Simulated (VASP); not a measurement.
Band structure of AuAl2 (fluorite). Method: PBE GGA with D3 dispersion (Becke-Johnson damping), VASP's PBE PAW potentials (set 64) (plane waves; VASP).

Unless said otherwise, spin-orbit coupling is left out, though it shifts the bands of the heavy elements here.

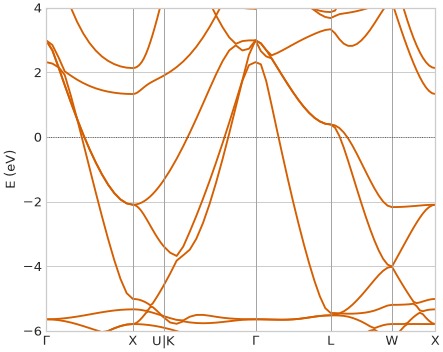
Bands along high-symmetry lines, zero at the valence-band maximum or, without a gap, the Fermi level

Question: Read the plot: is there a gap, and where are the band edges?

Answer: It has no gap at this level: it comes out as a metal or semimetal. (Edges off the drawn lines would not show.)

The compound is AuAl2 in the fluorite structure. It was relaxed first. The electron count is odd and the run is not spin-polarised, which forces a metal.
